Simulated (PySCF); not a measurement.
# PBE/aug-cc-pVDZ run of AlH (SMILES [AlH])

What is the vertical singlet–triplet gap of AlH at PBE/aug-cc-pVDZ? Input form: a Python script.

The results are computed with PySCF 2.14.0.

5 further runs of the same task are left out: 5 set aside as unsound or not needed.

## Step 1: Starting point

The species is AlH (2 atoms), meant as a singlet with charge 0. SMILES: `[AlH]`. Geometry: a GFN2-xTB relaxation, a rough one for these elements and not checked as a minimum.

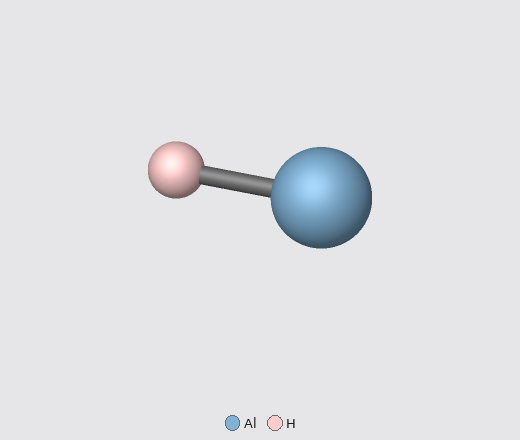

Viewed from a chosen angle; aluminium light blue, hydrogen pink.

## Step 2: The energy at PBE/aug-cc-pVDZ

The input, calc.py:

```python
from pyscf import gto, dft

system = gto.M(
    atom=[
    ('Al', (0.000000, 0.000000, 0.000000)),
    ('H', (0.000000, 0.000000, 1.613470)),
],
    charge=0,
    max_memory=1860,
    basis='aug-cc-pvdz',
    verbose=3,
    spin=0,
)

calc0 = dft.RKS(system)
calc0.xc = 'pbe'
calc0.grids.level = 5
calc0.conv_tol = 1e-10
calc0.kernel()
if not calc0.converged:
    calc0 = calc0.newton().run(calc0.mo_coeff, calc0.mo_occ)

e_tot = calc0.e_tot
print('E = %.10f Eh' % e_tot)
```

Run with:

```bash
$ OMP_NUM_THREADS=1 python calc.py
```

Log:

```text
converged SCF energy = -242.82928876924
E = -242.8292887692 Eh
```

Wall time 1.6 s (1 thread of Arm Neoverse V1, shared host); peak memory 0.21 GiB.

## Step 3: The triplet

The input, start.xyz:

```xyz
2
AlH
Al     0.000000     0.000000     0.000000
H      0.000000     0.000000     1.613470
```

The input, run.py:

```python
from pyscf import gto, dft

mol = gto.Mole()
mol.atom = 'start.xyz'
mol.max_memory = 1860
mol.charge = 0
mol.verbose = 3
mol.basis = 'aug-cc-pvdz'
mol.spin = 2
mol.build()

mf = dft.UKS(mol, xc='pbe')
mf.grids.level = 5
mf.conv_tol = 1e-10
mf.kernel()
if not mf.converged:
    mf = mf.newton().run(mf.mo_coeff, mf.mo_occ)

etot = mf.e_tot
print('Final energy', etot)
```

Run with:

```bash
$ OMP_NUM_THREADS=1 python run.py
```

Log:

```text
WARN: HOMO -0.0927660961295333 >= LUMO -0.194734655623835

WARN: HOMO -0.142378462917158 >= LUMO -0.177188301782998

WARN: HOMO -0.128255261655768 >= LUMO -0.168601663816259

WARN: HOMO -0.125078596855815 >= LUMO -0.162030941510777

WARN: HOMO -0.126032557994454 >= LUMO -0.16261007547033

WARN: HOMO -0.125980661956271 >= LUMO -0.162526642597711

WARN: HOMO -0.125991466502084 >= LUMO -0.162530140163194

WARN: HOMO -0.125990944780711 >= LUMO -0.162531135724832

WARN: HOMO -0.125990404875922 >= LUMO -0.162530544093133

converged SCF energy = -242.768704980606  <S^2> = 2.0021144  2S+1 = 3.0014092
Final energy -242.7687049806061
```

It took 2.5 s on 1 thread of Arm Neoverse V1, shared host; peak memory 0.22 GiB.

## Step 4: Results

At PBE/aug-cc-pVDZ:

| quantity | value |
| --- | --- |
| singlet: total energy | -242.82929 Eh |
| singlet: dipole moment | 0.08 D |
| singlet: HOMO energy | -4.88 eV |
| singlet: LUMO energy | -2.57 eV |
| singlet: HOMO–LUMO gap | 2.31 eV |
| triplet: total energy | -242.76870 Eh |
| triplet: dipole moment | 0.48 D |
| triplet: HOMO energy (highest over α and β) | -3.43 eV |
| triplet: ⟨S²⟩ | 2.002 |
| vertical energy of the triplet above the singlet | 1.649 eV |

**Reading.** At this shape the triplet lies 1.65 eV (159 kJ/mol) above the singlet.
